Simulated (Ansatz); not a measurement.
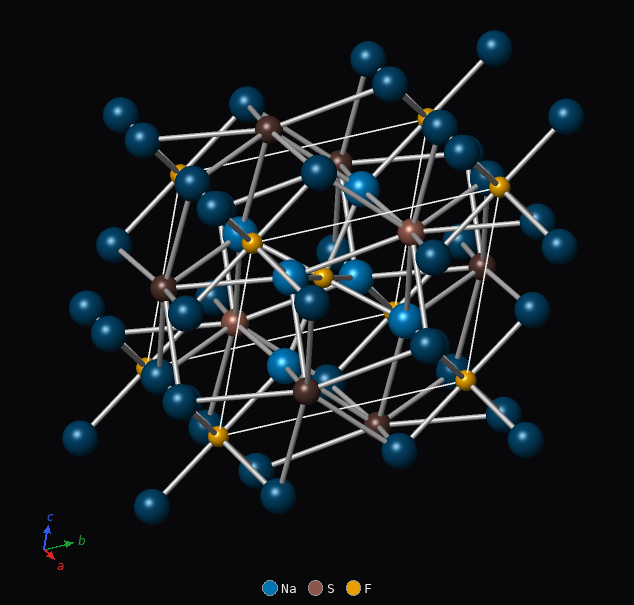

Ball-and-stick drawing of the structure, looking slightly off an axis. The frame is the simulation cell; atoms at its boundary are shown with their periodic copies. Periodic images bonded to atoms of the box are shown as well, in fainter colours.

```xyz
10
Lattice="3.2091 1.8528 5.0341 -3.2091 1.8528 5.0341 0.0000 -3.7056 5.0341" Properties=species:S:1:pos:R:3 pbc="T T T"
Na    1.8158   -0.5606    8.8097
Na   -0.4224    1.8528    8.8097
Na   -1.3934   -1.2922    8.8097
Na   -1.8158    0.5606    6.2926
Na    0.4224   -1.8528    6.2926
Na    1.3934    1.2922    6.2926
S     0.0000    0.0000   11.3267
S     0.0000    0.0000    3.7756
F     0.0000    0.0000    7.5511
F     0.0000    0.0000    0.0000
```

Electronic-structure method: DFT LDA, scalar-relativistic, plane waves, PAW in Ansatz 0.2.0. Parameters: a cutoff energy of 420 eV, the zone sampled with 6×6×6 points, Gaussian smearing of 0.02 eV, no spin polarisation.

### What charge does Bader's analysis assign to each element?

Na +0.83 e; S -1.57 e; F -0.91 e. The transfer is large, as in an ionic solid.

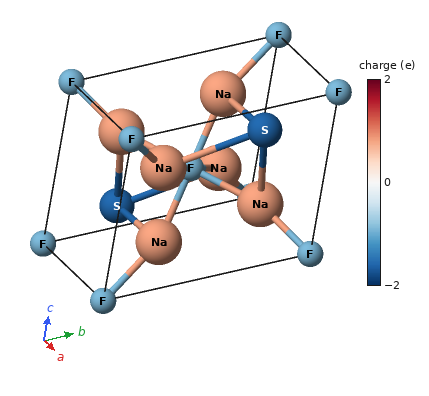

The atoms coloured by those charges.

It goes back to a structure type filled with these elements by a generator (whether the compound takes this form wasn't checked). Earlier steps of the study may have refined or changed the cell and positions. It was run through Ansatz as a DFT input.
